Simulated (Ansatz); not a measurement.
Fields on a plane of Mg3Sb2 (A-La2O3 type, space group P-3m1)

```
Mg3Sb2
1.0
    4.59592     0.00000     0.00000
   -2.29796     3.98018     0.00000
    0.00000     0.00000     7.27158
Sb Mg
2 3
Direct
  0.33333   0.66667   0.22580
  0.66667   0.33333   0.77420
  0.00000   0.00000   0.00000
  0.33333   0.66667   0.63237
  0.66667   0.33333   0.36763
```

The slice is a (1 -1 0 0) plane (indices of the conventional cell) through the point (0.333, 0.667, 0.226) (fractional), spanned by u = [110] and v = [001] in vectors of this cell: u (4.60 Å) and v (7.27 Å, at 90° to u). It covers one period; positions are fractions (u, v).

Atoms on it: Sb at (0.00, 0.00); Mg at (0.00, 0.41).

The numbers are results of PBE (plane waves to 420 eV, PAW, scalar-relativistic; Ansatz, a program for electronic structure), not measurements. k mesh 12×12×7. Near the nuclei the fields are pseudised (PAW); where an atom keeps semicore shells as valence, they peak there. Mg3Sb2 was relaxed with its symmetry unable to fall. Spin-orbit coupling is left out, though Sb is heavy.

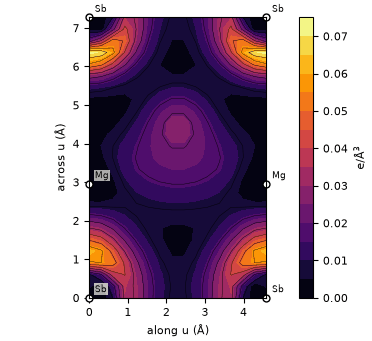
Fig. 1. Density of the highest valence band (whole band, smooth part) in e/Å³, one period of the plane, atoms marked. 

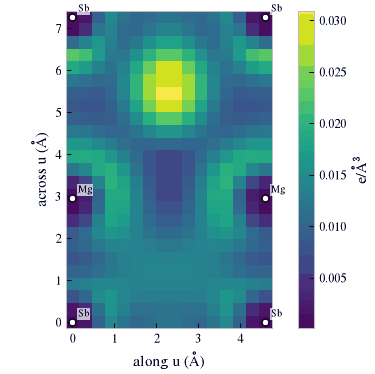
Density of the lowest conduction band (whole band as if filled, smooth part) in e/Å³, one period of the plane, atoms marked. 

| Item | Value |
|---|---|
| Element round which the density of the highest valence band (whole band, smooth part) is largest on this plane | Sb |
